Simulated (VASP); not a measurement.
Band structure of Tl (hcp). Computed with PBE GGA with D3 dispersion (Becke-Johnson damping), VASP's PBE PAW potentials (set 64) (plane waves; VASP).

Unless said otherwise, spin-orbit coupling is left out, though it shifts the bands of the heavy elements here.

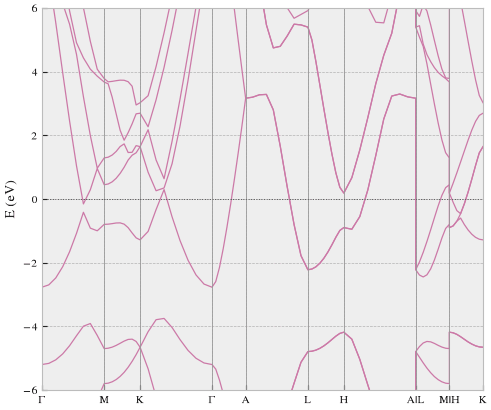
Figure: Bands along high-symmetry lines, zero at the valence-band maximum or, without a gap, the Fermi level

### Question
Read the plot: is there a gap, and where are the band edges?

### Answer
It has no gap at this level: it comes out as a metal or semimetal. (Edges off the drawn lines would not show.)

The compound is Tl in the hcp structure. It was relaxed first.
